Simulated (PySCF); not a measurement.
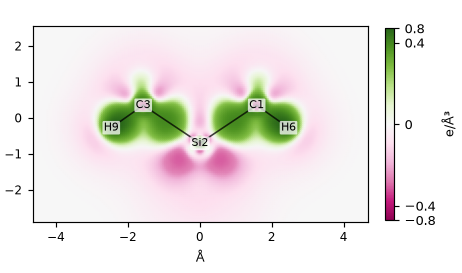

C3H9FSi, SMILES `C[Si](C)(C)F`. Deformation density (molecule less spherical, spin-averaged free atoms) in the plane of C1, Si2, C3, H6 and H9; colour scale in e/Å³, logarithmic beyond ±0.1; green: gain, pink: loss.

Level of theory: PBE0/def2-TZVP (PySCF), at a geometry from GFN2-xTB. No frequency check shows the geometry to be a minimum.

Question: How much density has each bond in this plane gained at its critical point, relative to the free atoms?

Answer: C3–H9: +0.67 e/Å³ at the bond critical point (bond length 1.09 Å, Mayer order 1.0). C1–H6: +0.67 e/Å³ at the bond critical point (bond length 1.09 Å, Mayer order 1.0). C1–Si2 and Si2–C3: +0.20 e/Å³ at the bond critical point (bond length 1.90 Å, Mayer order 1.0). In all, 3.1 electrons gather in the regions of gain relative to the promolecule.

Question: Where do the Hirshfeld charges lie?

Answer: The highest Hirshfeld charge is on Si2 (+0.47 e), the lowest on C1, C3 and C4 (−0.22 e).
